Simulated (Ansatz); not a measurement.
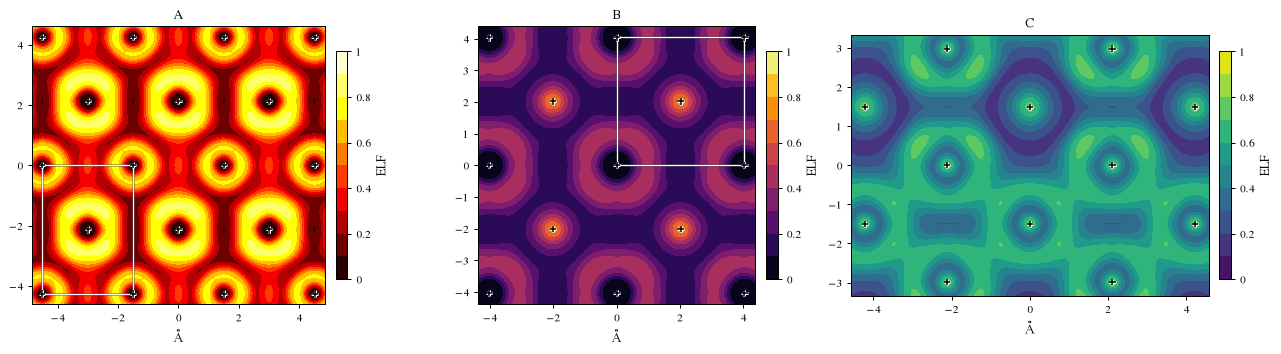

The electron localisation function of 3 systems, each on a plane through atoms (crosses mark nuclei in the plane).

These are results of DFT PBE, scalar-relativistic, plane waves, PAW in Ansatz 0.2.0, not measurements.

System 1: WS, the (101) plane of the conventional cell. Space group Pm-3m; started from the CsCl (B2) prototype, which need not be the ambient phase.

```cif
data_structure
_symmetry_space_group_name_H-M 'P 1'
_symmetry_Int_Tables_number 1
_cell_length_a 3.0081
_cell_length_b 3.0081
_cell_length_c 3.0081
_cell_angle_alpha 90.000
_cell_angle_beta 90.000
_cell_angle_gamma 90.000
_cell_volume 27.22
loop_
_atom_site_label
_atom_site_type_symbol
_atom_site_fract_x
_atom_site_fract_y
_atom_site_fract_z
_atom_site_occupancy
W1 W 0.00000 0.00000 0.00000 1
S1 S 0.50000 0.50000 0.50000 1
```

System 2: Si$_{3}$Ni, the (11̄0) plane of the calculation cell. Space group Fm-3m; started from the BiF3 (D0_3) prototype, which need not be the ambient phase; the program warned that a starting moment wasn't kept; spin-polarised, but the moments vanished.

```xyz
8
Lattice="0.0000 2.9869 2.9869 2.9869 0.0000 2.9869 5.9737 5.9737 0.0000" Properties=species:S:1:pos:R:3 pbc="T T T"
Si    1.4934    1.4934    1.4934
Si    4.4803    4.4803    4.4803
Si    2.9869    2.9869    2.9869
Ni    0.0000    0.0000    0.0000
Si    4.4803    4.4803    1.4934
Si    7.4672    7.4672    4.4803
Si    5.9737    5.9737    2.9869
Ni    2.9869    2.9869    0.0000
```

System 3: NiGe$_{3}$, the (100) plane of the conventional cell. Space group Pm-3m; started from the Cu3Au (L1_2) prototype, which need not be the ambient phase; computed without spin polarisation.

```cif
data_structure
_symmetry_space_group_name_H-M 'P 1'
_symmetry_Int_Tables_number 1
_cell_length_a 4.0352
_cell_length_b 4.0352
_cell_length_c 4.0352
_cell_angle_alpha 90.000
_cell_angle_beta 90.000
_cell_angle_gamma 90.000
_cell_volume 65.70
loop_
_atom_site_label
_atom_site_type_symbol
_atom_site_fract_x
_atom_site_fract_y
_atom_site_fract_z
_atom_site_occupancy
Ge1 Ge 0.00000 0.50000 0.50000 1
Ge2 Ge 0.50000 0.00000 0.50000 1
Ge3 Ge 0.50000 0.50000 0.00000 1
Ni1 Ni 0.00000 0.00000 0.00000 1
```

Question: Match each panel to its system.

Answer: Panel A is system 1, WS: the plane holds W and S. W–S (2.61 Å): the ELF peaks at about 0.85 in the valence shell of S, 0.8 Å from its nucleus, and is about 0.35 at the midpoint. Panel B is system 3, NiGe$_{3}$: the plane holds Ge and Ni. Ni–Ge (2.85 Å): the ELF is about 0.30 at the midpoint: no localised pair shows between them. Panel C is system 2, Si$_{3}$Ni: the plane holds Si and Ni. Si–Ni (2.59 Å): the ELF peaks at about 0.75 in the valence shell of Si, 0.9 Å from its nucleus, and is about 0.45 at the midpoint.
